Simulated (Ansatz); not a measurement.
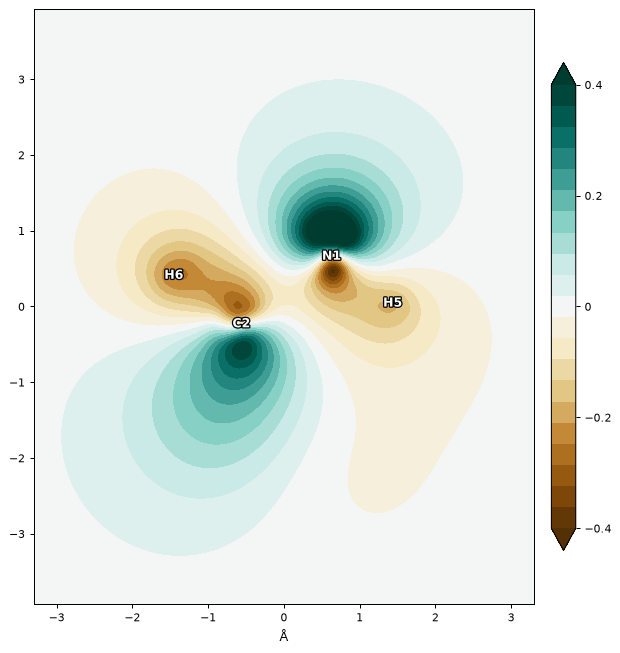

*CH$_{6}$NSi (charge −1). The HOMO−1 on the plane of atoms N1, C2 and H6 (values in Å⁻³ᐟ²; the overall sign is arbitrary).*

Geometry: PBE0-D4/def2-TZVPD; the highest occupied orbital lies above zero, a sign that basis and functional describe the outermost electron poorly.

Computed with RKS PBE0-D4/def2-TZVPPD (Ansatz 0.2.0).

```xyz
9

N    -0.3662    0.8735   -1.2912
C     0.4099    0.6545   -0.0435
Si    0.2010   -1.0454    0.8959
H    -1.3372    0.6970   -1.0446
H    -0.1487    0.0818   -1.8919
H     0.1650    1.4743    0.6464
H     1.4723    0.7987   -0.2853
H     0.3574   -1.9235   -0.3721
H    -1.3484   -1.0421    0.8436
```

Where does this orbital lie, and at what energy?

Answer. It lies mainly on N1 (about 30 %), Si3 (about 25 %) and C2 (about 20 %). Its energy is −2.05 eV.
